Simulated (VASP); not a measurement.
Energy against volume of BaHfO$_{3}$ (cubic perovskite). Calculation: AM05 GGA, VASP's PBE PAW potentials (set 64) (plane waves; VASP).

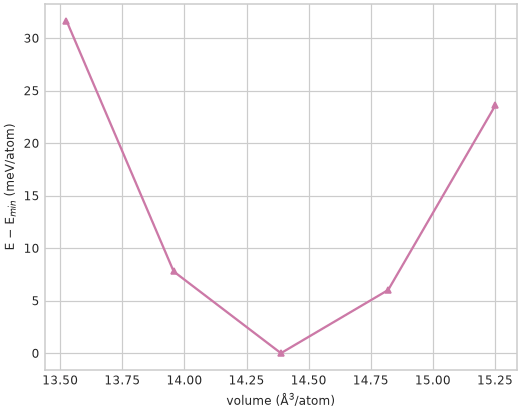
*Energy against volume*

Q: Estimate the equilibrium volume and the bulk modulus.

A: The minimum lies near 14.4 Å³/atom, and the curvature gives B0 of about 170 GPa.

Measured: a 4.171 Å (computed value off by -0.2 %), as given by Zhao et al., (2008), arXiv:0809.3506. The calculation is for a static lattice, while the measured a holds thermal and zero-point effects, which are part of the difference.

The compound is BaHfO3 in the cubic perovskite structure. It was relaxed first.
